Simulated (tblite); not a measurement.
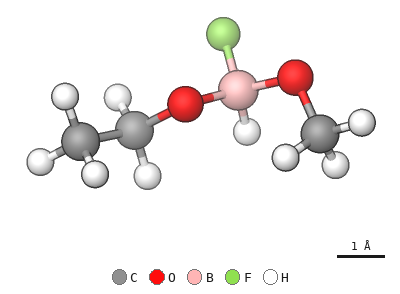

Starting structure of C3H9BFO2 (charge −1). Style: ball-and-stick. Shown from a free direction.

These are results of tblite, GFN2-xTB geometry optimisation, gas phase, not measurements.

```xyz
16

C    -2.4036   -0.7667    0.4810
C    -1.4335    0.2154   -0.1576
O    -0.1559    0.0418    0.4617
B     0.8089    1.0336   -0.1092
F     0.5285    2.3441    0.4545
O     2.1842    0.6357    0.2993
C     2.6211   -0.4710   -0.4559
H    -2.0569   -1.8027    0.3346
H    -3.4064   -0.6497    0.0127
H    -2.5052   -0.5649    1.5753
H    -1.3815   -0.0121   -1.2410
H    -1.8247    1.2399    0.0097
H     0.7235    1.0995   -1.2846
H     3.6387   -0.7612   -0.1079
H     1.9563   -1.3494   -0.2991
H     2.6987   -0.2233   -1.5221
```

> Where does the relaxation end?

The energy falls by 19.9 kJ/mol in 101 geometry steps. The largest move after the best rigid fit is that of H11, 0.46 Å. By element the largest moves are H 0.46 Å, O 0.21 Å, F 0.20 Å, B 0.17 Å, C 0.14 Å. Near-neighbour distances that change, for instance: B4–H13 1.180 → 1.244 Å, C2–O3 1.430 → 1.379 Å, B4–F5 1.454 → 1.421 Å, O6–C7 1.409 → 1.378 Å. Among the angles between lasting bonds that change: C2–O3–B4 109.3° → 114.6°, H11–C2–H12 110.7° → 106.5°, B4–O6–C7 110.4° → 114.7°.

History of the run:

| step | E − E(0), kJ/mol |
| --- | --- |
| 0 | 0.00 |
| 1 | -12.33 |
| 2 | -14.80 |
| 3 | -15.53 |
| 4 | -16.20 |
| 5 | -16.56 |
| 6 | -16.84 |
| 7 | -16.97 |
| 8 | -17.10 |
| 9 | -17.23 |
| 10 | -17.35 |
| 15 | -17.93 |
| 20 | -18.27 |
| 24 | -18.40 |
| 29 | -18.60 |
| 34 | -18.77 |
| 39 | -18.89 |
| 44 | -18.99 |
| 48 | -19.04 |
| 53 | -19.15 |
| 58 | -19.38 |
| 63 | -19.51 |
| 67 | -19.55 |
| 72 | -19.60 |
| 77 | -19.66 |
| 82 | -19.72 |
| 87 | -19.75 |
| 91 | -19.78 |
| 96 | -19.85 |
| 101 | -19.88 |

The structure at the end:

```xyz
16

C    -2.3790   -0.8274    0.4365
C    -1.4767    0.2996   -0.0725
O    -0.1615    0.0492    0.2558
B     0.8125    1.0482   -0.2764
F     0.5241    2.3331    0.2567
O     2.1728    0.6976    0.1616
C     2.6383   -0.5078   -0.3168
H    -2.0744   -1.7726   -0.0073
H    -3.4192   -0.6279    0.1789
H    -2.2854   -0.9096    1.5167
H    -1.5938    0.3919   -1.1732
H    -1.8184    1.2590    0.3608
H     0.7169    1.1150   -1.5154
H     3.6677   -0.6500    0.0413
H     2.0233   -1.3535    0.0269
H     2.6451   -0.5357   -1.4223
```

The end point in the same view:

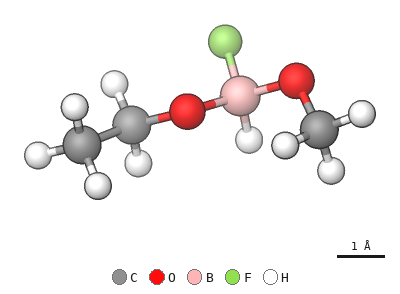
